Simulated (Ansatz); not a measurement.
| atom | x (Å) | y (Å) | z (Å) |
| --- | --- | --- | --- |
| Si | 0.1945 | 0.6996 | -0.5638 |
| O | 0.8013 | -0.9393 | 2.3342 |
| H | -0.1115 | -1.1813 | 2.5909 |
| O | 1.0760 | -0.6853 | -0.3619 |
| H | 1.0290 | -1.0182 | 0.5820 |
| H | 0.5641 | 1.2547 | -1.8991 |
| H | -1.2947 | 0.5482 | -0.4294 |
| S | 0.5684 | 2.1847 | 1.0016 |
| H | 1.9006 | 2.3327 | 0.7616 |
| H | 0.8056 | 0.0469 | 2.3879 |

All numbers below come from Ansatz, RKS PBE-D4/6-31G*.

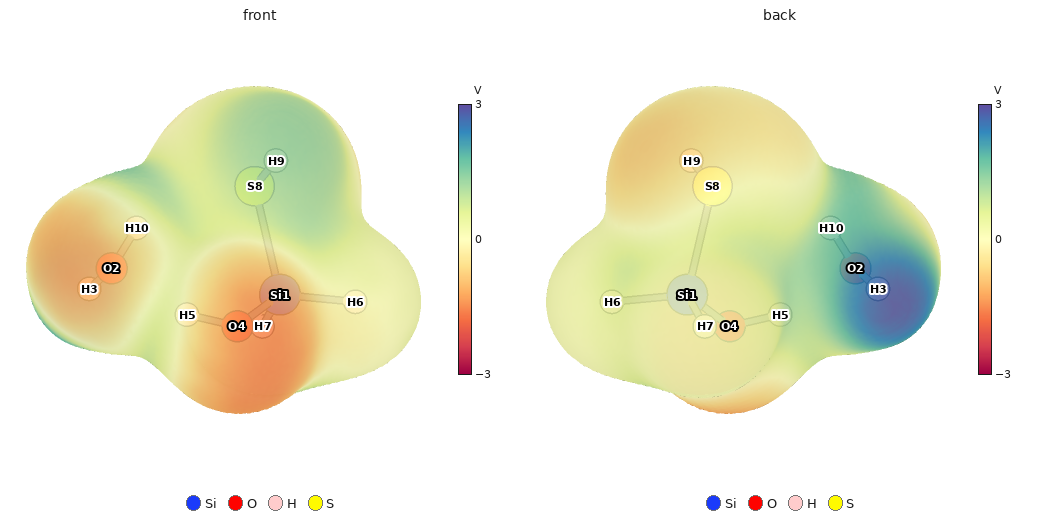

H4OSSi···H2O. The electrostatic potential painted on the density surface at 0.002 e/bohr³, seen from the front and from behind; the colour scale runs from red (negative) to blue (positive).

Describe the electrostatic potential map.

Answer. The most negative region (about −1.5 V) lies over O4, the most positive (about +2.8 V) over H3. O4 is the likeliest acceptor of a hydrogen bond.
